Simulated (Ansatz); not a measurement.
Molecular dynamics, with input and output: WH₄Cl₂O (part 1 of 3)

WH₄Cl₂O, computed with RHF/def2-SVP (Ansatz 0.2.0).

It belongs to a series of runs on one base structure; here: dynamics from the start.

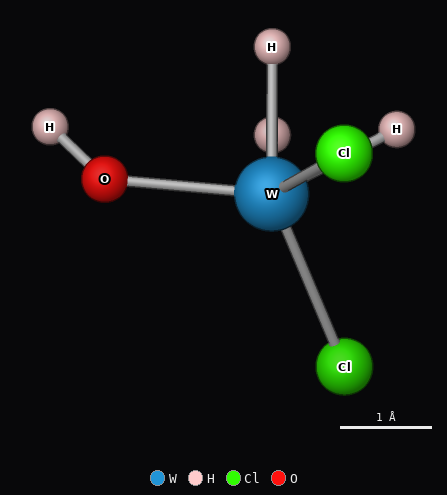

**Figure 1.** The input geometry (ball-and-stick view, seen at an oblique angle). Sticks mark near contacts. Bond lengths as drawn: Cl–W 2.32 Å, H–O 0.95 Å, H–W 1.65 Å and O–W 1.86 Å.

Results in brief

- outcome: finished
- mean temperature over the second half: 706 K
- trajectory: 150 steps, 75 fs
- ensemble: nve
- temperature in the input: 1500.0 K
- time step: 0.5 fs
- potential energy (last step): −28904.6823 eV
- mean-field energy (last step): −28904.6823 eV
- largest force (length of the vector) (last step): 2.800 eV/Å
- hardware: 1 thread of Arm Neoverse V1, 24 GiB of memory available, shared host
- wall time: 7 min
- peak memory: 0.2 GiB

Notes

So short a trajectory is not equilibrated.

The input
```yaml
crystal:
  periodic: [false, false, false]
  atoms:
    - { symbol: W, position_ang: [-0.328988, 0.434341, -0.199917] }
    - { symbol: H, position_ang: [0.112584, -0.148328, 1.281723] }
    - { symbol: H, position_ang: [1.264118, 0.113355, 0.069509] }
    - { symbol: Cl, position_ang: [0.139489, 2.528065, 0.686703] }
    - { symbol: Cl, position_ang: [-2.42046, -0.452888, 0.277655] }
    - { symbol: H, position_ang: [0.204545, -1.121075, -0.100105] }
    - { symbol: O, position_ang: [0.123799, 0.293042, -2.002165] }
    - { symbol: H, position_ang: [0.762713, -0.184112, -2.510503] }
basis:
  gaussian: { orbitals: def2-SVP }
hamiltonian:
  xc: hf
md:
  timestep: 0.5
  n_steps: 150
  ensemble: nve
  temperature: 1500.0
  initial_velocities: maxwell_boltzmann
  seed: 523315
```

Command:
```bash
ansatz run input.yaml --threads 1 --pin off --max-ram 2048MiB --backend cpu --events-out ev --progress --plain --runs-dir out
```

Output
```
Engine: ansatz 0.2.0, aarch64-unknown-linux-gnu
Functional definition: HF
  exchange = exact_x
  correlation = 0
1053 factors; integrals over basis functions are off by at most 3.4e-4 eV
mean field evaluation 1: about -28900.6225 eV, gradient 4.5e1 eV
mean field evaluation 2: about -28900.8310 eV, gradient 4.5e1 eV
mean field evaluation 4: about -28905.2110 eV, gradient 3.7e0 eV
mean field evaluation 8: about -28905.2767 eV, gradient 4.4e-1 eV
mean field -28905.27767607 eV, -1062.2493618945 hartree, gradient 2.0e-5 eV, S^2 0.000000; 0 other end points of the search recorded, 0 dependent functions left out
the calculation of the forces begins
reference -28905.27767607 eV, -1062.2493618945 hartree; 30, 30 occupied and 72, 72 virtual orbitals, 1053 factors
md step     0: t =     0.00 fs  T =  1500.0 K  F+E_penalty+E_count = -28905.27767607 eV  E_kin = 1.163340 eV  conserved = -28904.11433608 eV  (41 SCF iters)
these checks for a lower state are left out or cut short: starts, cluster_reference, orbital_swaps, neighbouring_geometries, increment
1053 factors; integrals over basis functions are off by at most 3.7e-4 eV
mean field evaluation 16: about -28904.9813 eV, gradient 1.7e1 eV
mean field -28905.26391828 eV, -1062.2488563052 hartree, gradient 1.2e-5 eV, S^2 0.000000; 0 other end points of the search recorded, 0 dependent functions left out
the calculation of the forces begins
reference -28905.26391828 eV, -1062.2488563052 hartree; 30, 30 occupied and 72, 72 virtual orbitals, 1053 factors
md step     1: t =     0.50 fs  T =  1482.6 K  F+E_penalty+E_count = -28905.26391828 eV  E_kin = 1.149861 eV  conserved = -28904.11405707 eV  (45 SCF iters)
[... from here on the SCF iterations and repeated set-up lines of each step are left out, up to the last step ...]
md step     2: t =     1.00 fs  T =  1435.7 K  F+E_penalty+E_count = -28905.22677342 eV  E_kin = 1.113458 eV  conserved = -28904.11331503 eV  (45 SCF iters)
md step     3: t =     1.50 fs  T =  1373.2 K  F+E_penalty+E_count = -28905.17747625 eV  E_kin = 1.064979 eV  conserved = -28904.11249761 eV  (45 SCF iters)
md step     4: t =     2.00 fs  T =  1310.3 K  F+E_penalty+E_count = -28905.12828291 eV  E_kin = 1.016212 eV  conserved = -28904.11207091 eV  (47 SCF iters)
md step     5: t =     2.50 fs  T =  1255.2 K  F+E_penalty+E_count = -28905.08564769 eV  E_kin = 0.973476 eV  conserved = -28904.11217183 eV  (46 SCF iters)
md step     6: t =     3.00 fs  T =  1206.5 K  F+E_penalty+E_count = -28905.04820244 eV  E_kin = 0.935685 eV  conserved = -28904.11251779 eV  (46 SCF iters)
md step     7: t =     3.50 fs  T =  1158.0 K  F+E_penalty+E_count = -28905.01081464 eV  E_kin = 0.898079 eV  conserved = -28904.11273514 eV  (47 SCF iters)
md step     8: t =     4.00 fs  T =  1105.6 K  F+E_penalty+E_count = -28904.97014460 eV  E_kin = 0.857470 eV  conserved = -28904.11267471 eV  (47 SCF iters)
md step     9: t =     4.50 fs  T =  1050.4 K  F+E_penalty+E_count = -28904.92706159 eV  E_kin = 0.814634 eV  conserved = -28904.11242762 eV  (46 SCF iters)
md step    10: t =     5.00 fs  T =   997.0 K  F+E_penalty+E_count = -28904.88542516 eV  E_kin = 0.773257 eV  conserved = -28904.11216801 eV  (47 SCF iters)
md step    11: t =     5.50 fs  T =   950.8 K  F+E_penalty+E_count = -28904.84940267 eV  E_kin = 0.737369 eV  conserved = -28904.11203403 eV  (47 SCF iters)
md step    12: t =     6.00 fs  T =   914.3 K  F+E_penalty+E_count = -28904.82121425 eV  E_kin = 0.709123 eV  conserved = -28904.11209097 eV  (46 SCF iters)
md step    13: t =     6.50 fs  T =   886.7 K  F+E_penalty+E_count = -28904.80001324 eV  E_kin = 0.687679 eV  conserved = -28904.11233427 eV  (48 SCF iters)
md step    14: t =     7.00 fs  T =   863.0 K  F+E_penalty+E_count = -28904.78196266 eV  E_kin = 0.669276 eV  conserved = -28904.11268699 eV  (47 SCF iters)
md step    15: t =     7.50 fs  T =   836.2 K  F+E_penalty+E_count = -28904.76153903 eV  E_kin = 0.648545 eV  conserved = -28904.11299367 eV  (47 SCF iters)
md step    16: t =     8.00 fs  T =   800.7 K  F+E_penalty+E_count = -28904.73407096 eV  E_kin = 0.621023 eV  conserved = -28904.11304815 eV  (47 SCF iters)
md step    17: t =     8.50 fs  T =   755.9 K  F+E_penalty+E_count = -28904.69893065 eV  E_kin = 0.586224 eV  conserved = -28904.11270664 eV  (48 SCF iters)
md step    18: t =     9.00 fs  T =   708.5 K  F+E_penalty+E_count = -28904.66156595 eV  E_kin = 0.549507 eV  conserved = -28904.11205917 eV  (48 SCF iters)
md step    19: t =     9.50 fs  T =   671.1 K  F+E_penalty+E_count = -28904.63192436 eV  E_kin = 0.520449 eV  conserved = -28904.11147515 eV  (47 SCF iters)
md step    20: t =    10.00 fs  T =   654.4 K  F+E_penalty+E_count = -28904.61887262 eV  E_kin = 0.507527 eV  conserved = -28904.11134561 eV  (47 SCF iters)
md step    21: t =    10.50 fs  T =   661.2 K  F+E_penalty+E_count = -28904.62448581 eV  E_kin = 0.512772 eV  conserved = -28904.11171340 eV  (47 SCF iters)
md step    22: t =    11.00 fs  T =   684.9 K  F+E_penalty+E_count = -28904.64339613 eV  E_kin = 0.531149 eV  conserved = -28904.11224743 eV  (47 SCF iters)
md step    23: t =    11.50 fs  T =   715.6 K  F+E_penalty+E_count = -28904.66756837 eV  E_kin = 0.554976 eV  conserved = -28904.11259187 eV  (47 SCF iters)
md step    24: t =    12.00 fs  T =   746.5 K  F+E_penalty+E_count = -28904.69161644 eV  E_kin = 0.578967 eV  conserved = -28904.11264906 eV  (47 SCF iters)
md step    25: t =    12.50 fs  T =   776.1 K  F+E_penalty+E_count = -28904.71447997 eV  E_kin = 0.601926 eV  conserved = -28904.11255427 eV  (47 SCF iters)
md step    26: t =    13.00 fs  T =   806.0 K  F+E_penalty+E_count = -28904.73756358 eV  E_kin = 0.625065 eV  conserved = -28904.11249851 eV  (47 SCF iters)
md step    27: t =    13.50 fs  T =   837.1 K  F+E_penalty+E_count = -28904.76182513 eV  E_kin = 0.649221 eV  conserved = -28904.11260453 eV  (45 SCF iters)
md step    28: t =    14.00 fs  T =   867.6 K  F+E_penalty+E_count = -28904.78577333 eV  E_kin = 0.672878 eV  conserved = -28904.11289552 eV  (47 SCF iters)
md step    29: t =    14.50 fs  T =   891.9 K  F+E_penalty+E_count = -28904.80499755 eV  E_kin = 0.691687 eV  conserved = -28904.11331041 eV  (47 SCF iters)
md step    30: t =    15.00 fs  T =   901.8 K  F+E_penalty+E_count = -28904.81309675 eV  E_kin = 0.699377 eV  conserved = -28904.11371973 eV  (46 SCF iters)
md step    31: t =    15.50 fs  T =   889.5 K  F+E_penalty+E_count = -28904.80376825 eV  E_kin = 0.689830 eV  conserved = -28904.11393805 eV  (48 SCF iters)
md step    32: t =    16.00 fs  T =   851.0 K  F+E_penalty+E_count = -28904.77377609 eV  E_kin = 0.660007 eV  conserved = -28904.11376893 eV  (48 SCF iters)
md step    33: t =    16.50 fs  T =   790.2 K  F+E_penalty+E_count = -28904.72595233 eV  E_kin = 0.612822 eV  conserved = -28904.11313004 eV  (47 SCF iters)
md step    34: t =    17.00 fs  T =   719.5 K  F+E_penalty+E_count = -28904.67025822 eV  E_kin = 0.558043 eV  conserved = -28904.11221524 eV  (47 SCF iters)
md step    35: t =    17.50 fs  T =   656.5 K  F+E_penalty+E_count = -28904.62062554 eV  E_kin = 0.509132 eV  conserved = -28904.11149382 eV  (46 SCF iters)
md step    36: t =    18.00 fs  T =   614.4 K  F+E_penalty+E_count = -28904.58789700 eV  E_kin = 0.476512 eV  conserved = -28904.11138480 eV  (47 SCF iters)
md step    37: t =    18.50 fs  T =   595.5 K  F+E_penalty+E_count = -28904.57369056 eV  E_kin = 0.461820 eV  conserved = -28904.11187104 eV  (46 SCF iters)
md step    38: t =    19.00 fs  T =   590.7 K  F+E_penalty+E_count = -28904.57061965 eV  E_kin = 0.458092 eV  conserved = -28904.11252724 eV  (48 SCF iters)
md step    39: t =    19.50 fs  T =   587.4 K  F+E_penalty+E_count = -28904.56849067 eV  E_kin = 0.455564 eV  conserved = -28904.11292632 eV  (48 SCF iters)
md step    40: t =    20.00 fs  T =   577.4 K  F+E_penalty+E_count = -28904.56075327 eV  E_kin = 0.447819 eV  conserved = -28904.11293441 eV  (48 SCF iters)
md step    41: t =    20.50 fs  T =   559.7 K  F+E_penalty+E_count = -28904.54677827 eV  E_kin = 0.434101 eV  conserved = -28904.11267720 eV  (48 SCF iters)
md step    42: t =    21.00 fs  T =   538.7 K  F+E_penalty+E_count = -28904.53014272 eV  E_kin = 0.417777 eV  conserved = -28904.11236570 eV  (48 SCF iters)
md step    43: t =    21.50 fs  T =   519.9 K  F+E_penalty+E_count = -28904.51541427 eV  E_kin = 0.403243 eV  conserved = -28904.11217087 eV  (48 SCF iters)
md step    44: t =    22.00 fs  T =   507.0 K  F+E_penalty+E_count = -28904.50542157 eV  E_kin = 0.393240 eV  conserved = -28904.11218147 eV  (50 SCF iters)
md step    45: t =    22.50 fs  T =   499.5 K  F+E_penalty+E_count = -28904.49980629 eV  E_kin = 0.387408 eV  conserved = -28904.11239836 eV  (50 SCF iters)
md step    46: t =    23.00 fs  T =   492.9 K  F+E_penalty+E_count = -28904.49503591 eV  E_kin = 0.382306 eV  conserved = -28904.11272975 eV  (50 SCF iters)
md step    47: t =    23.50 fs  T =   480.9 K  F+E_penalty+E_count = -28904.48593717 eV  E_kin = 0.372944 eV  conserved = -28904.11299301 eV  (54 SCF iters)
md step    48: t =    24.00 fs  T =   458.6 K  F+E_penalty+E_count = -28904.46860512 eV  E_kin = 0.355636 eV  conserved = -28904.11296862 eV  (51 SCF iters)
md step    49: t =    24.50 fs  T =   427.0 K  F+E_penalty+E_count = -28904.44371996 eV  E_kin = 0.331177 eV  conserved = -28904.11254314 eV  (51 SCF iters)
md step    50: t =    25.00 fs  T =   394.8 K  F+E_penalty+E_count = -28904.41805169 eV  E_kin = 0.306174 eV  conserved = -28904.11187765 eV  (50 SCF iters)
md step    51: t =    25.50 fs  T =   374.5 K  F+E_penalty+E_count = -28904.40180898 eV  E_kin = 0.290420 eV  conserved = -28904.11138863 eV  (51 SCF iters)
md step    52: t =    26.00 fs  T =   375.2 K  F+E_penalty+E_count = -28904.40239401 eV  E_kin = 0.290973 eV  conserved = -28904.11142066 eV  (51 SCF iters)
md step    53: t =    26.50 fs  T =   396.4 K  F+E_penalty+E_count = -28904.41937316 eV  E_kin = 0.307461 eV  conserved = -28904.11191257 eV  (50 SCF iters)
md step    54: t =    27.00 fs  T =   429.2 K  F+E_penalty+E_count = -28904.44534382 eV  E_kin = 0.332866 eV  conserved = -28904.11247760 eV  (50 SCF iters)
md step    55: t =    27.50 fs  T =   462.6 K  F+E_penalty+E_count = -28904.47159339 eV  E_kin = 0.358811 eV  conserved = -28904.11278270 eV  (49 SCF iters)
md step    56: t =    28.00 fs  T =   490.5 K  F+E_penalty+E_count = -28904.49318426 eV  E_kin = 0.380415 eV  conserved = -28904.11276916 eV  (50 SCF iters)
md step    57: t =    28.50 fs  T =   512.5 K  F+E_penalty+E_count = -28904.51008448 eV  E_kin = 0.397505 eV  conserved = -28904.11257965 eV  (47 SCF iters)
md step    58: t =    29.00 fs  T =   532.2 K  F+E_penalty+E_count = -28904.52514828 eV  E_kin = 0.412757 eV  conserved = -28904.11239125 eV  (48 SCF iters)
md step    59: t =    29.50 fs  T =   553.2 K  F+E_penalty+E_count = -28904.54136227 eV  E_kin = 0.429043 eV  conserved = -28904.11231960 eV  (47 SCF iters)
md step    60: t =    30.00 fs  T =   577.0 K  F+E_penalty+E_count = -28904.55992743 eV  E_kin = 0.447525 eV  conserved = -28904.11240280 eV  (53 SCF iters)
md step    61: t =    30.50 fs  T =   602.1 K  F+E_penalty+E_count = -28904.57957188 eV  E_kin = 0.466959 eV  conserved = -28904.11261254 eV  (50 SCF iters)
md step    62: t =    31.00 fs  T =   624.3 K  F+E_penalty+E_count = -28904.59700183 eV  E_kin = 0.484144 eV  conserved = -28904.11285779 eV  (49 SCF iters)
md step    63: t =    31.50 fs  T =   638.8 K  F+E_penalty+E_count = -28904.60841540 eV  E_kin = 0.495428 eV  conserved = -28904.11298784 eV  (49 SCF iters)
md step    64: t =    32.00 fs  T =   643.5 K  F+E_penalty+E_count = -28904.61192212 eV  E_kin = 0.499083 eV  conserved = -28904.11283911 eV  (48 SCF iters)
md step    65: t =    32.50 fs  T =   641.7 K  F+E_penalty+E_count = -28904.61001379 eV  E_kin = 0.497652 eV  conserved = -28904.11236215 eV  (48 SCF iters)
md step    66: t =    33.00 fs  T =   642.6 K  F+E_penalty+E_count = -28904.61011752 eV  E_kin = 0.498352 eV  conserved = -28904.11176568 eV  (47 SCF iters)
md step    67: t =    33.50 fs  T =   657.3 K  F+E_penalty+E_count = -28904.62127815 eV  E_kin = 0.509811 eV  conserved = -28904.11146764 eV  (48 SCF iters)
md step    68: t =    34.00 fs  T =   691.4 K  F+E_penalty+E_count = -28904.64794978 eV  E_kin = 0.536191 eV  conserved = -28904.11175920 eV  (47 SCF iters)
md step    69: t =    34.50 fs  T =   739.2 K  F+E_penalty+E_count = -28904.68580858 eV  E_kin = 0.573312 eV  conserved = -28904.11249679 eV  (47 SCF iters)
md step    70: t =    35.00 fs  T =   787.3 K  F+E_penalty+E_count = -28904.72385461 eV  E_kin = 0.610629 eV  conserved = -28904.11322547 eV  (48 SCF iters)
md step    71: t =    35.50 fs  T =   822.0 K  F+E_penalty+E_count = -28904.75107695 eV  E_kin = 0.637496 eV  conserved = -28904.11358045 eV  (47 SCF iters)
md step    72: t =    36.00 fs  T =   836.2 K  F+E_penalty+E_count = -28904.76199306 eV  E_kin = 0.648488 eV  conserved = -28904.11350541 eV  (47 SCF iters)
md step    73: t =    36.50 fs  T =   831.1 K  F+E_penalty+E_count = -28904.75771440 eV  E_kin = 0.644544 eV  conserved = -28904.11317027 eV  (48 SCF iters)
md step    74: t =    37.00 fs  T =   813.2 K  F+E_penalty+E_count = -28904.74349070 eV  E_kin = 0.630696 eV  conserved = -28904.11279456 eV  (46 SCF iters)
md step    75: t =    37.50 fs  T =   790.1 K  F+E_penalty+E_count = -28904.72530432 eV  E_kin = 0.612765 eV  conserved = -28904.11253905 eV  (45 SCF iters)
md step    76: t =    38.00 fs  T =   766.9 K  F+E_penalty+E_count = -28904.70726636 eV  E_kin = 0.594789 eV  conserved = -28904.11247694 eV  (48 SCF iters)
md step    77: t =    38.50 fs  T =   745.0 K  F+E_penalty+E_count = -28904.69039660 eV  E_kin = 0.577801 eV  conserved = -28904.11259518 eV  (48 SCF iters)
md step    78: t =    39.00 fs  T =   722.1 K  F+E_penalty+E_count = -28904.67283095 eV  E_kin = 0.560034 eV  conserved = -28904.11279733 eV  (48 SCF iters)
md step    79: t =    39.50 fs  T =   694.3 K  F+E_penalty+E_count = -28904.65140207 eV  E_kin = 0.538489 eV  conserved = -28904.11291342 eV  (45 SCF iters)
md step    80: t =    40.00 fs  T =   659.6 K  F+E_penalty+E_count = -28904.62433923 eV  E_kin = 0.511581 eV  conserved = -28904.11275800 eV  (48 SCF iters)
md step    81: t =    40.50 fs  T =   621.2 K  F+E_penalty+E_count = -28904.59406741 eV  E_kin = 0.481800 eV  conserved = -28904.11226766 eV  (48 SCF iters)
md step    82: t =    41.00 fs  T =   588.4 K  F+E_penalty+E_count = -28904.56800019 eV  E_kin = 0.456355 eV  conserved = -28904.11164521 eV  (49 SCF iters)
md step    83: t =    41.50 fs  T =   572.6 K  F+E_penalty+E_count = -28904.55536075 eV  E_kin = 0.444055 eV  conserved = -28904.11130619 eV  (47 SCF iters)
md step    84: t =    42.00 fs  T =   579.6 K  F+E_penalty+E_count = -28904.56105432 eV  E_kin = 0.449510 eV  conserved = -28904.11154432 eV  (48 SCF iters)
md step    85: t =    42.50 fs  T =   605.0 K  F+E_penalty+E_count = -28904.58145995 eV  E_kin = 0.469231 eV  conserved = -28904.11222895 eV  (47 SCF iters)
md step    86: t =    43.00 fs  T =   636.2 K  F+E_penalty+E_count = -28904.60633043 eV  E_kin = 0.493407 eV  conserved = -28904.11292339 eV  (48 SCF iters)
md step    87: t =    43.50 fs  T =   660.1 K  F+E_penalty+E_count = -28904.62517943 eV  E_kin = 0.511913 eV  conserved = -28904.11326657 eV  (48 SCF iters)
md step    88: t =    44.00 fs  T =   669.9 K  F+E_penalty+E_count = -28904.63273648 eV  E_kin = 0.519549 eV  conserved = -28904.11318701 eV  (48 SCF iters)
```
